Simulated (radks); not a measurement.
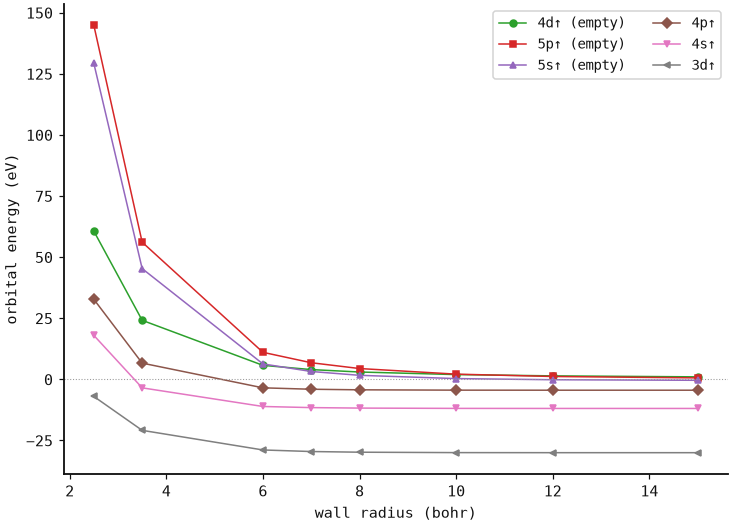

The neutral germanium atom; electrons: [Ar] 3d10 4s2 4p2 (high spin). It is put inside a hard spherical wall of varying radius. Level of theory: non-relativistic Kohn-Sham, PBEsol, spin-polarised, spherical densities, point nucleus. Computed with the in-house radial solver radks. The plot shows the outer orbital energies (spin up).

How do the levels move, and do any cross?

The levels rise as the wall closes in: 4p↑ goes from −4.45 eV at 15 bohr to 32.7 eV at 2.5 bohr and passes zero between 6 and 3.5 bohr. On compression 4d↑ drops below 5p↑ between 12 and 10 bohr and 4d↑ drops below 5s↑ between 7 and 6 bohr; in each crossing pair the level of higher l rises less. The fastest to rise is 5p↑ (by 144.2 eV), the slowest 3d↑ (by 23.0 eV): the wall presses hardest on the most extended orbitals.
